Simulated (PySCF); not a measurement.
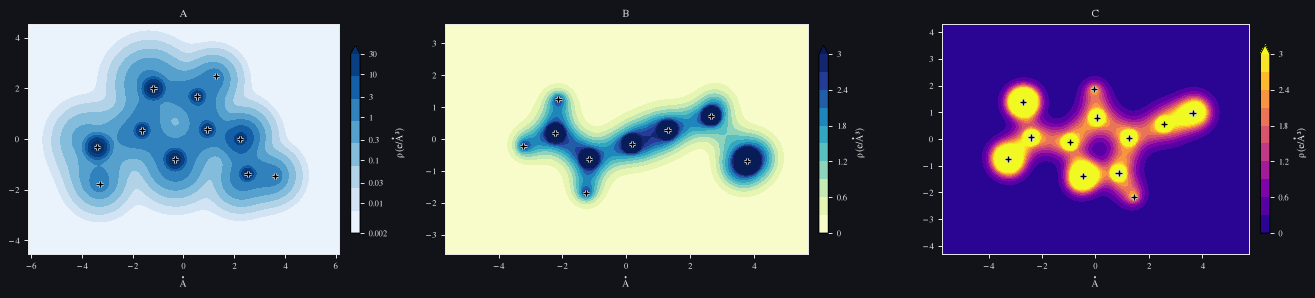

The electron density of 3 systems, each on a plane through atoms (crosses mark nuclei in the plane).

All numbers below come from PySCF 2.14.0, PBE0/pcSseg-1, SCF density, gas phase, non-relativistic.

System 1: C5H5Cl (SMILES C=CC#CCCl), the plane of atoms C2, C1 and H7. Geometry: GFN2-xTB.

```json
{"atom": "C", "x (Å)": "2.5560", "y (Å)": "-0.1137", "z (Å)": "0.0513"}
{"atom": "C", "x (Å)": "1.4726", "y (Å)": "-0.0941", "z (Å)": "0.8191"}
{"atom": "C", "x (Å)": "0.1595", "y (Å)": "-0.0171", "z (Å)": "0.3126"}
{"atom": "C", "x (Å)": "-0.9528", "y (Å)": "0.0456", "z (Å)": "-0.1457"}
{"atom": "C", "x (Å)": "-2.3056", "y (Å)": "0.1242", "z (Å)": "-0.6225"}
{"atom": "Cl", "x (Å)": "-3.4664", "y (Å)": "0.1295", "z (Å)": "0.7633"}
{"atom": "H", "x (Å)": "2.4865", "y (Å)": "-0.0704", "z (Å)": "-1.0228"}
{"atom": "H", "x (Å)": "3.5437", "y (Å)": "-0.1747", "z (Å)": "0.4745"}
{"atom": "H", "x (Å)": "1.5459", "y (Å)": "-0.1366", "z (Å)": "1.8989"}
{"atom": "H", "x (Å)": "-2.5590", "y (Å)": "-0.7396", "z (Å)": "-1.2396"}
{"atom": "H", "x (Å)": "-2.4750", "y (Å)": "1.0496", "z (Å)": "-1.1754"}
```

System 2: C6H2FNO2, the molecular plane. Geometry: GFN2-xTB.

| atom | x (Å) | y (Å) | z (Å) |
| --- | --- | --- | --- |
| N | -3.1810 | 1.8302 | -0.8333 |
| C | -2.2836 | 1.2070 | -0.4923 |
| C | -1.1706 | 0.4483 | -0.0836 |
| C | -1.1397 | -0.5358 | 0.8832 |
| O | 0.0771 | -1.0388 | 1.0055 |
| C | 0.8762 | -0.3970 | 0.1212 |
| C | 2.2805 | -0.7596 | 0.0439 |
| O | 2.8932 | -1.5646 | 0.6529 |
| F | 2.9013 | 0.0015 | -0.9066 |
| C | 0.1517 | 0.5382 | -0.5821 |
| H | -1.9182 | -0.9256 | 1.5110 |
| H | 0.5145 | 1.1955 | -1.3458 |

System 3: C4H7OPSSi (SMILES COc1cpc([SiH3])s1), the plane of atoms Si7, C6 and S8. Geometry: GFN2-xTB.

| atom | x (Å) | y (Å) | z (Å) |
| --- | --- | --- | --- |
| C | -2.7847 | 0.9911 | 0.2769 |
| O | -2.3961 | -0.3421 | 0.0444 |
| C | -1.0773 | -0.6018 | -0.0063 |
| C | -0.5809 | -1.8455 | -0.2459 |
| P | 1.1681 | -2.0252 | -0.2794 |
| C | 1.4879 | -0.3712 | 0.0402 |
| Si | 3.1964 | 0.4106 | 0.1849 |
| S | 0.1031 | 0.6492 | 0.2358 |
| H | -2.4189 | 1.3456 | 1.2462 |
| H | -2.4080 | 1.6542 | -0.5089 |
| H | -3.8727 | 0.9933 | 0.2706 |
| H | -1.2450 | -2.6785 | -0.4067 |
| H | 3.9372 | -0.2774 | 1.2425 |
| H | 3.8870 | 0.2836 | -1.0994 |
| H | 2.9995 | 1.8221 | 0.5191 |

Match each panel to its system.

Panel A is system 3, C4H7OPSSi: the plane holds C, O, P, Si, S and H. C–O (1.35 Å): ρ at the midpoint is about 2.4 e/Å³, with its minimum of 2.1 e/Å³ about 0.5 Å from C. Panel B is system 1, C5H5Cl: the plane holds C, Cl and H. C–C (1.20 Å): the density is about 2.7 e/Å³ at the midpoint. Panel C is system 2, C6H2FNO2: the plane holds N, C, O, F and H. C–N (1.14 Å): the density is about 3.6 e/Å³ at the midpoint.
